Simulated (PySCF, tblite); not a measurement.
# C₃H₆N₂O₂Si: geometry, infrared bands and NMR shifts

Wanted: the infrared bands and NMR shifts of C₃H₆N₂O₂Si (`[SiH3]OCc1ncon1`), by calculation.

Computed with tblite 0.8.0 and PySCF 2.14.0, with density-fitted response routines of our own, on a single molecule in the gas phase. Atoms count from 0, in the outputs and in this text.

## 1. The molecule as given

14 atoms, charge 0, multiplicity 1; geometry from: force field or distance geometry start.

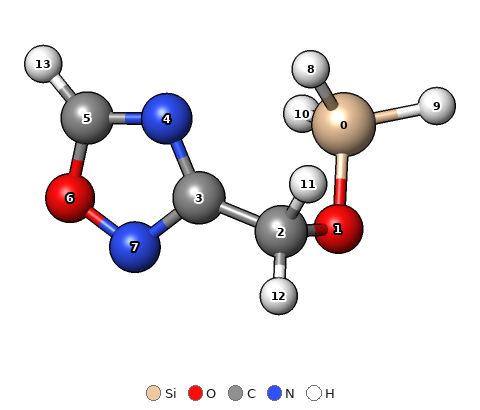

The starting geometry (silicon light orange, oxygen red, carbon grey, nitrogen blue, hydrogen white), atoms numbered.

## 2. Geometry optimisation with GFN2-xTB

Job settings and geometry (Å):

```
{"job": {"kind": "relax", "xc": "GFN2-xTB", "basis": "xTB"}, "charge": 0, "multiplicity": 1}
Si    -1.536500     1.161400    -0.252700
O     -1.839100    -0.486300     0.020600
C     -0.820700    -1.183200    -0.645100
C      0.461200    -0.741200    -0.107600
N      1.284600     0.252400    -0.448200
C      2.369000     0.276800     0.334500
O      2.212100    -0.714900     1.178000
N      1.092300    -1.338300     0.949800
H     -0.619900     1.330200    -1.375800
H     -2.860700     1.768400    -0.597600
H     -1.106100     1.801300     0.989200
H     -0.875700    -0.811800    -1.712500
H     -0.989900    -2.271400    -0.616800
H      3.228900     0.956100     0.312100
```

Command:

```sh
OMP_NUM_THREADS=1 python probes_run.py task.json out
```

This one command runs all jobs of the session in turn.

Output:

```text
step      E/eV     max force
  0    -684.70205    5.159
  1    -685.23331    1.292
  2    -685.34398    0.836
  3    -685.43036    0.945
  4    -685.50598    0.870
  5    -685.55814    0.745
  6    -685.59919    0.559
  7    -685.64146    0.580
  8    -685.67041    0.471
  9    -685.68721    0.395
 10    -685.70812    0.358
 11    -685.73459    0.478
 12    -685.76536    0.507
 13    -685.79338    0.476
 14    -685.81222    0.309
 15    -685.82353    0.246
 16    -685.83148    0.213
 17    -685.83625    0.206
 18    -685.83975    0.171
 19    -685.84400    0.204
 20    -685.84899    0.218
 21    -685.85366    0.185
 22    -685.85710    0.164
 23    -685.85979    0.120
 24    -685.86236    0.132
 25    -685.86513    0.133
 26    -685.86790    0.112
 27    -685.87024    0.122
 28    -685.87205    0.115
 29    -685.87355    0.129
 30    -685.87478    0.112
 31    -685.87579    0.085
 32    -685.87657    0.087
 33    -685.87712    0.055
 34    -685.87749    0.051
 35    -685.87785    0.055
 36    -685.87828    0.066
 37    -685.87863    0.054
 38    -685.87882    0.032
 39    -685.87894    0.024
 40    -685.87906    0.033
 41    -685.87919    0.034
 42    -685.87930    0.025
 43    -685.87938    0.026
 44    -685.87947    0.026
 45    -685.87961    0.039
 46    -685.87980    0.045
 47    -685.88001    0.036
 48    -685.88018    0.036
 49    -685.88035    0.041
 50    -685.88059    0.043
 51    -685.88100    0.066
 52    -685.88158    0.093
 53    -685.88218    0.087
 54    -685.88267    0.061
 55    -685.88304    0.050
 56    -685.88332    0.040
 57    -685.88360    0.050
 58    -685.88379    0.031
 59    -685.88389    0.023
 60    -685.88395    0.020
 61    -685.88401    0.026
 62    -685.88408    0.028
 63    -685.88415    0.019
 64    -685.88420    0.020
 65    -685.88424    0.019
 66    -685.88430    0.023
 67    -685.88438    0.031
 68    -685.88449    0.033
 69    -685.88460    0.032
 70    -685.88469    0.023
 71    -685.88477    0.023
 72    -685.88486    0.025
 73    -685.88498    0.026
 74    -685.88509    0.023
 75    -685.88517    0.023
 76    -685.88525    0.030
 77    -685.88539    0.034
 78    -685.88568    0.046
 79    -685.88623    0.064
 80    -685.88692    0.080
 81    -685.88772    0.062
 82    -685.88838    0.056
 83    -685.88865    0.058
 84    -685.88739    0.264
 85    -685.88908    0.043
 86    -685.88926    0.032
 87    -685.88965    0.035
 88    -685.88971    0.040
 89    -685.88981    0.031
 90    -685.88993    0.024
 91    -685.89001    0.021
 92    -685.89007    0.011
 93    -685.89009    0.007
```

Run time: 1.7 s. Hardware: 1 thread of Intel Xeon at 2.50GHz, shared host; peak memory 0.18 GiB.

The steps of the relaxation: (not every step is listed)

```csv
step,energy from step 0 (eV),largest force (eV/Å)
0,0.0000,5.1590
1,-0.5313,1.2916
2,-0.6419,0.8363
3,-0.7283,0.9454
4,-0.8039,0.8701
5,-0.8561,0.7446
6,-0.8971,0.5586
7,-0.9394,0.5800
8,-0.9684,0.4712
16,-1.1294,0.2127
24,-1.1603,0.1322
32,-1.1745,0.0866
40,-1.1770,0.0331
48,-1.1781,0.0362
56,-1.1813,0.0396
64,-1.1821,0.0197
72,-1.1828,0.0248
80,-1.1849,0.0801
88,-1.1877,0.0401
89,-1.1878,0.0313
90,-1.1879,0.0242
91,-1.1880,0.0209
92,-1.1880,0.0112
93,-1.1880,0.0068
```

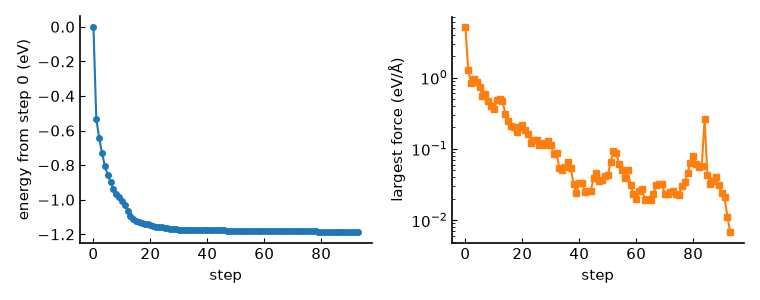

Energy and force, step by step.

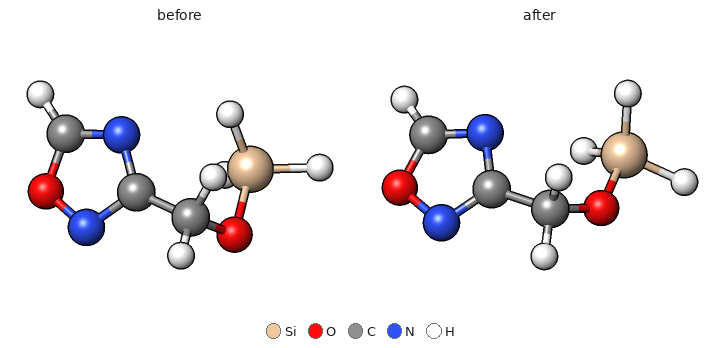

Before and after, at one scale.

Close pairs (by a distance rule), those that changed most:

```csv
bond,before (Å),after (Å),change (Å)
Si0–O1,1.697,1.628,-0.069
C3–N7,1.369,1.302,-0.066
O6–N7,1.302,1.357,+0.056
N4–C5,1.338,1.292,-0.046
Si0–H9,1.497,1.455,-0.042
C3–N4,1.335,1.367,+0.032
C2–H11,1.132,1.100,-0.032
C2–C3,1.459,1.487,+0.028
```

The end geometry stands in the next job.

## 3. Infrared spectrum with GFN2-xTB

Job settings and geometry (Å):

```
{"job": {"kind": "ir", "xc": "GFN2-xTB", "basis": "xTB"}, "charge": 0, "multiplicity": 1}
Si    -1.661523     1.386973    -0.389114
O     -1.712148    -0.240073    -0.347222
C     -0.730190    -1.172102    -0.649105
C      0.584795    -0.851654    -0.034258
N      1.238389     0.328468    -0.252335
C      2.308257     0.195928     0.459307
O      2.369778    -0.970113     1.091730
N      1.238292    -1.645257     0.765090
H     -1.152170     1.880458    -1.667829
H     -3.085954     1.612566    -0.194832
H     -0.852505     1.943366     0.696854
H     -0.591048    -1.222199    -1.739096
H     -1.059088    -2.150551    -0.284017
H      3.104435     0.903717     0.572561
```

Output:

```text
mode    cm-1     km/mol
  1      28.0      0.90
  2      37.6      0.76
  3     116.6      0.96
  4     191.2      1.10
  5     222.6      4.63
  6     287.4      5.88
  7     426.6      8.57
  8     601.9     78.31
  9     631.8     13.99
 10     641.1     47.04
 11     671.8     28.27
 12     750.8    194.19
 13     754.1     62.01
 14     782.4     37.46
 15     807.2    230.88
 16     828.7    322.24
 17     841.5      2.43
 18     939.0      6.51
 19     968.6     21.00
 20    1009.2     76.64
 21    1031.2     12.88
 22    1079.7      8.22
 23    1157.7    176.29
 24    1204.8     17.36
 25    1207.4     20.96
 26    1313.8      1.65
 27    1330.5     55.35
 28    1444.9      2.41
 29    1485.3     30.80
 30    1561.6    110.64
 31    2232.9    383.98
 32    2265.5    196.53
 33    2330.1    257.29
 34    2873.2     29.92
 35    2952.3     17.07
 36    3186.9      0.12
```

Wall time 1.6 s (1 thread of Intel Xeon at 2.50GHz, shared host); peak memory 0.18 GiB.

The strongest bands and the atoms that carry them (share of the mass-weighted mode):

```csv
cm⁻¹,km/mol,atoms
751,194.2,"H9 49 %, H8 33 %"
807,230.9,"H10 52 %, H8 23 %, H9 19 %"
829,322.2,"H8 34 %, H10 33 %, H9 21 %, Si0 11 %"
1158,176.3,"O1 49 %, C2 35 %"
1562,110.6,"C3 41 %, C5 19 %, N4 19 %, N7 17 %"
2233,384.0,"H10 76 %, H8 20 %"
2266,196.5,"H8 77 %, H10 20 %"
2330,257.3,H9 96 %
```

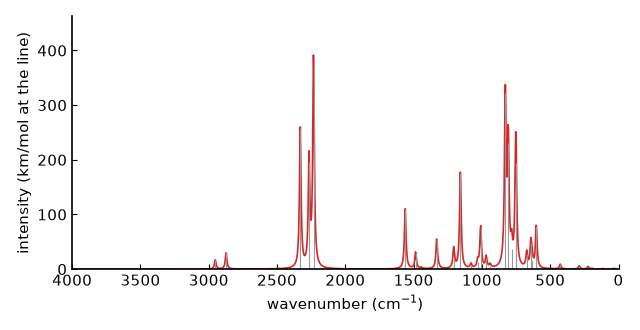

The infrared spectrum from these modes, unscaled. Lines are broadened to a width of 14 cm⁻¹ (Lorentzian).

## 4. NMR shieldings: PBE0/pcSseg-1

The job, as its differences from that of step 3:

```diff
@@ -1,2 +1,2 @@
-{"job": {"kind": "ir", "xc": "GFN2-xTB", "basis": "xTB"}, "charge": 0, "multiplicity": 1}
+{"job": {"kind": "nmr", "xc": "PBE0", "basis": "pcSseg-1"}, "charge": 0, "multiplicity": 1}
 Si    -1.661523     1.386973    -0.389114
```

Level: GIAO PBE0/pcSseg-1 NMR shielding, non-relativistic, gas phase.

Output:

```text
coarse grid: 12904 points
cycle   1  E = -666.5752860507  dE =  1.558e+00  |g| = 7.647e-01  |ddm| = 3.551e+00
cycle   2  E = -666.4261815813  dE =  1.491e-01  |g| = 1.176e+00  |ddm| = 1.474e+00
cycle   3  E = -666.6802488893  dE = -2.541e-01  |g| = 9.006e-02  |ddm| = 1.019e+00
cycle   4  E = -666.6814749216  dE = -1.226e-03  |g| = 3.596e-02  |ddm| = 8.676e-02
cycle   5  E = -666.6816743176  dE = -1.994e-04  |g| = 1.571e-02  |ddm| = 3.077e-02
cycle   6  E = -666.6817198466  dE = -4.553e-05  |g| = 2.408e-03  |ddm| = 1.070e-02
cycle   7  E = -666.6817207762  dE = -9.296e-07  |g| = 1.494e-03  |ddm| = 2.908e-03
final grid: 122184 points
cycle   8  E = -666.7458081649  dE = -2.313e-05  |g| = 1.082e-02  |ddm| = 2.293e-02
cycle   9  E = -666.7457744459  dE =  3.372e-05  |g| = 1.766e-02  |ddm| = 1.560e-02
cycle  10  E = -666.7458275581  dE = -5.311e-05  |g| = 2.000e-03  |ddm| = 1.047e-02
cycle  11  E = -666.7458283491  dE = -7.910e-07  |g| = 4.860e-04  |ddm| = 1.486e-03
cycle  12  E = -666.7458283932  dE = -4.408e-08  |g| = 1.681e-04  |ddm| = 4.825e-04
cycle  13  E = -666.7458283986  dE = -5.359e-09  |g| = 6.436e-05  |ddm| = 1.588e-04
cycle  14  E = -666.7458283995  dE = -8.886e-10  |g| = 2.057e-05  |ddm| = 6.143e-05
converged SCF energy = -666.7458283995

GIAO shielding tensors (ppm)
atom      isotropic    diamagn.    paramagn.     s11        s22        s33       span
  0 Si     386.607     879.075    -492.468    349.364    353.992    456.466    107.101
  1 O      332.445     393.905     -61.460    277.835    342.514    376.985     99.149
  2 C      125.775     238.442    -112.666    105.263    109.289    162.774     57.512
  3 C       13.807     257.154    -243.347    -80.339     21.543    100.216    180.555
  4 N      -15.933     326.725    -342.658   -186.485    -74.903    213.589    400.074
  5 C       14.990     255.805    -240.815    -64.646     16.658     92.959    157.605
  6 O      -83.113     400.333    -483.446   -226.816   -135.364    112.843    339.659
  7 N     -128.752     324.028    -452.780   -343.203   -114.119     71.065    414.268
  8 H       26.513      29.294      -2.781     23.895     24.429     31.215      7.319
  9 H       26.910      28.775      -1.864     22.850     25.359     32.522      9.673
 10 H       26.845      30.346      -3.501     22.835     26.771     30.929      8.094
 11 H       26.583      27.503      -0.921     22.865     25.628     31.254      8.389
 12 H       26.259      27.065      -0.806     21.373     25.543     31.860     10.487
 13 H       22.963      29.600      -6.638     20.414     23.808     24.667      4.253
```

Wall time 93 s (1 thread of Intel Xeon at 2.50GHz, shared host); peak memory 0.77 GiB.

Shifts follow as δ = σ(reference) − σ, with reference shieldings (ppm) from runs at the same level and on the same kind of geometry: 1H TMS 31.72, 13C TMS 186.9, 29Si TMS 349.2, 15N NH3 267.7, 17O H2O 336.1. The references are single molecules in the gas phase, so shifts against H2O, NH3, PH3, H3PO4 or CFCl3 are not on the usual liquid scales and can be off by tens of ppm. Atoms listed in one row are averaged.

```csv
atoms,environment,σ (ppm),δ (ppm),δ scaled to CDCl3
C3,substituted aromatic carbon next to a ring nitrogen,13.8,173.1,167.0
C5,aromatic CH between two ring heteroatoms,15.0,171.9,165.9
C2,"sp3 CH2 bonded to O, on an aromatic ring",125.8,61.1,57.8
H13,hydrogen on an aromatic CH between two ring heteroatoms,22.96,8.75,8.36
"H11, H12","hydrogen on an sp3 CH2 bonded to O, on an aromatic ring",26.42,5.30,5.10
"H8, H9, H10",hydrogen on a silicon bonded to O,26.76,4.96,–
Si0,"silicon bonded to O, 3 H",386.6,-37.4,–
O6,aromatic ring oxygen,-83.1,419.2,–
O1,"oxygen bonded to C, Si",332.4,3.6,–
N7,pyridine-type nitrogen of an azole,-128.8,396.5,–
N4,pyridine-type nitrogen of an azole,-15.9,283.7,–
```

The scaled column applies a straight-line fit of computed shieldings to shifts measured in CDCl3 (root-mean-square error 0.16 ppm for H, 1.9 ppm for C).

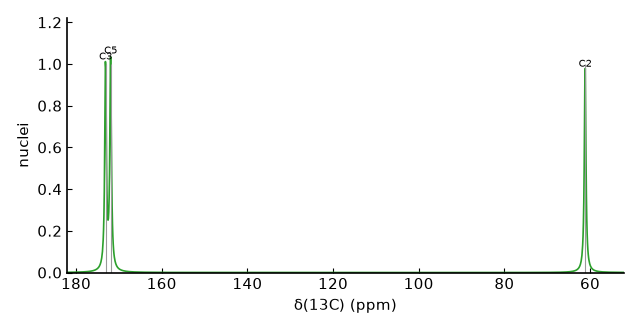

13C lines at the computed shifts, without couplings. Lines are broadened to a width of 0.45 ppm (Lorentzian).

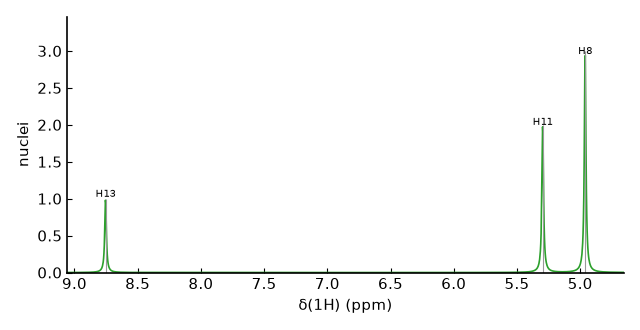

1H lines at the computed shifts, without couplings. Lines are broadened to a width of 0.02 ppm (Lorentzian).

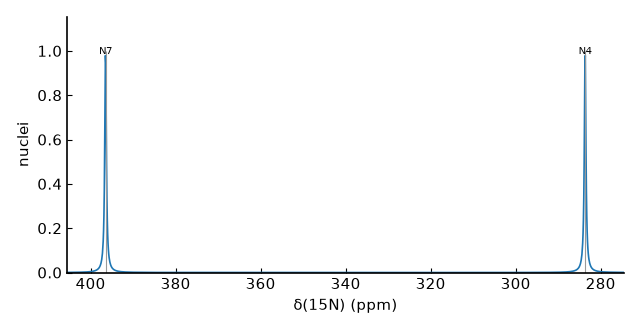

15N lines at the computed shifts, without couplings. Lines are broadened to a width of 0.45 ppm (Lorentzian).

The run also stored atomic charges by several schemes (e):

```csv
atoms,Mulliken,IAO,Hirshfeld,ESP fit
Si0,0.72,0.86,0.36,0.55
O1,-0.63,-0.63,-0.22,-0.28
C2,0.26,-0.06,0.01,-0.37
C3,0.09,0.18,0.09,0.81
N4,-0.44,-0.34,-0.17,-0.68
C5,0.35,0.18,0.11,0.47
O6,-0.26,-0.14,-0.02,-0.12
N7,-0.13,-0.14,-0.11,-0.44
```

ESP fit charges:

Si0 0.55; O1 -0.28; C2 -0.37; C3 0.81; N4 -0.68; C5 0.47; O6 -0.12; N7 -0.44; H8 -0.11; H9 -0.13; H10 -0.10; H11 0.17; H12 0.16; H13 0.09

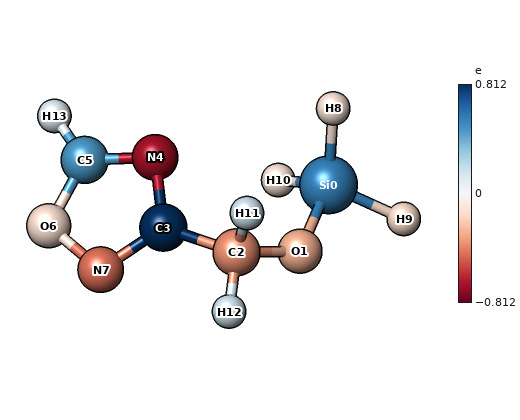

ESP fit charges, as colours on the atoms.

Mayer bond orders: Si0–O1 0.93, O1–C2 0.92, C2–C3 1.00, C3–N4 1.22, N4–C5 1.68, C5–O6 1.15, O6–N7 0.98, N7–C3 1.65.

Ring of atoms C3, N4, C5, O6, N7: NICS(0) -11.6, NICS(1) -11.2, NICS(1)zz -28.9 ppm (means of both faces).

Orbitals, density, ELF and potential are computed afterwards from the orbital file.

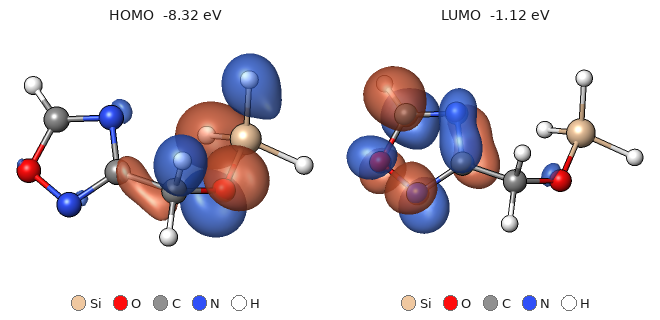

Frontier orbitals at PBE0/pcSseg-1; each surface holds 70 % of the orbital's density, blue and red mark the sign.

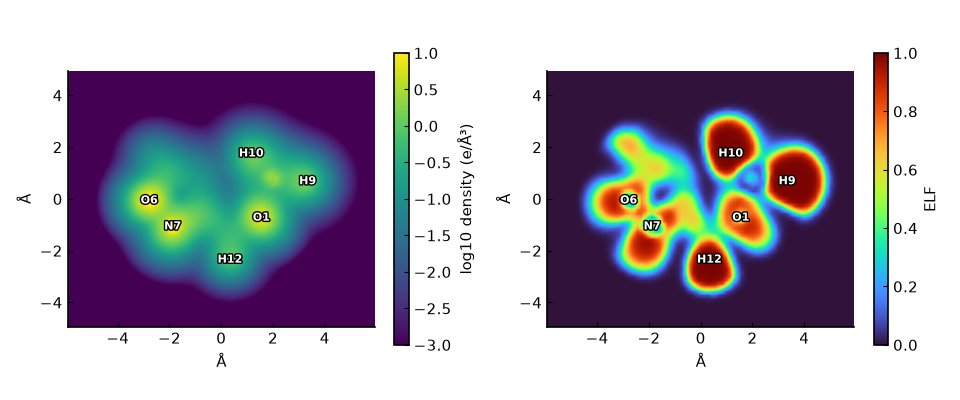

Density (left) and ELF (right) in a plane through or near 6 of the atoms.

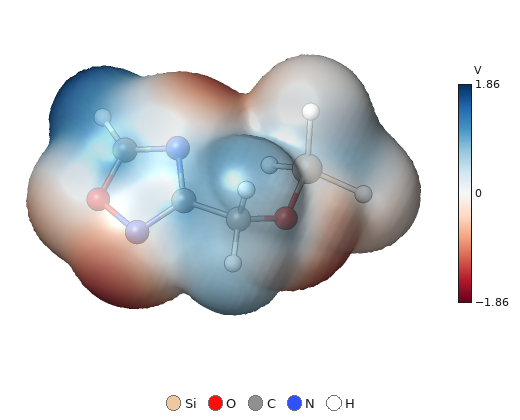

Electrostatic potential on the surface of density 0.002 e/bohr³; red is low, blue high. It runs from -1.26 V near N7 to 1.86 V near H13.

## 5. Summary of results

| quantity | value |
| --- | --- |
| strongest single infrared mode (GFN2-xTB) | 2233 cm⁻¹, 384 km/mol |
| zero-point energy (GFN2-xTB) | 57.5 kcal/mol |
| 13C shifts against TMS (PBE0/pcSseg-1) | 173.1, 171.9, 61.1 ppm |
| 1H shifts against TMS (PBE0/pcSseg-1, means over atoms taken as alike) | 8.75, 5.30, 4.96 ppm |
| 29Si shifts against TMS (PBE0/pcSseg-1) | -37.4 ppm |
| 17O shifts against H2O (PBE0/pcSseg-1) | 419.2, 3.6 ppm |
| 15N shifts against NH3 (PBE0/pcSseg-1) | 396.5, 283.7 ppm |
| surface potential, least and greatest | -1.26 V and 1.86 V |

In words: The optimisation took 93 steps and gained 1.188 eV; among the close pairs (by a distance rule), Si0–O1 changed most, from 1.697 to 1.628 Å. No mode is imaginary among the 36: a minimum at this level. The strongest single mode, at 2233 cm⁻¹, moves mainly H10. GFN2-xTB is a fitted tight-binding method: band positions and strengths are rough. Its intensities can rank the bands wrongly. NICS(1)zz of -29 ppm above the planar ring from C3 marks a diatropic (aromatic) ring current. At PBE0/pcSseg-1, counted by nearest atom on the grid, the HOMO lies on O1 47 %; H10 18 %, the LUMO on C5 28 %; N7 22 %.
